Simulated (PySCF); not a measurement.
Se(Et)(OSiH3), SMILES O([Se]CC)[SiH3] (C2H8OSeSi) at its CAM-B3LYP/def2-SVP optimised geometry (Å):

```
13

Se     0.9073     0.7284     1.3205
C      1.7444    -0.9023     1.9599
C      0.7974    -1.9017     2.5981
H      2.5039    -0.5399     2.6724
H      2.2812    -1.3360     1.1042
H      0.0296    -2.2230     1.8801
H      0.2876    -1.4707     3.4718
H      1.3470    -2.7989     2.9242
O     -0.0683    -0.0520     0.0000
Si    -1.7392    -0.0520     0.0000
H     -2.2812    -0.7751     1.1850
H     -2.1471    -0.7477    -1.2468
H     -2.2808     1.3360     0.0000
```

Computed with CAM-B3LYP/def2-TZVP in PySCF. Cells within 0.4 Å of a nucleus heavier than hydrogen are left out (blank, or x).

Map of the deformation density (molecule minus spherical neutral atoms) (e/bohr³) on the plane z = 1.0 Å:

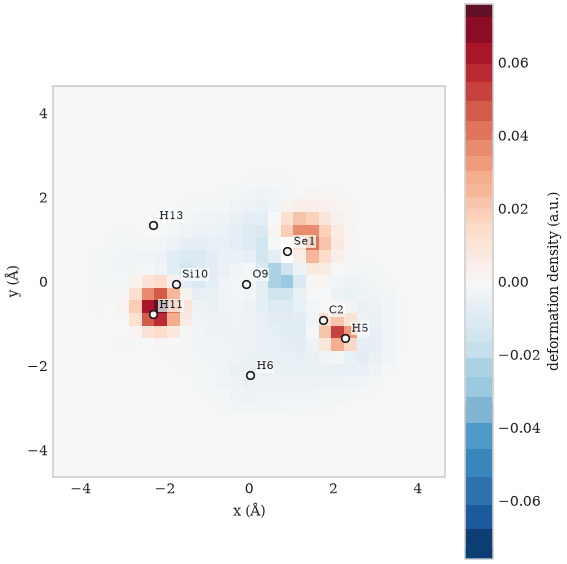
*Deformation density (molecule minus spherical neutral atoms) (e/bohr³) on the plane z = 1.0 Å.*
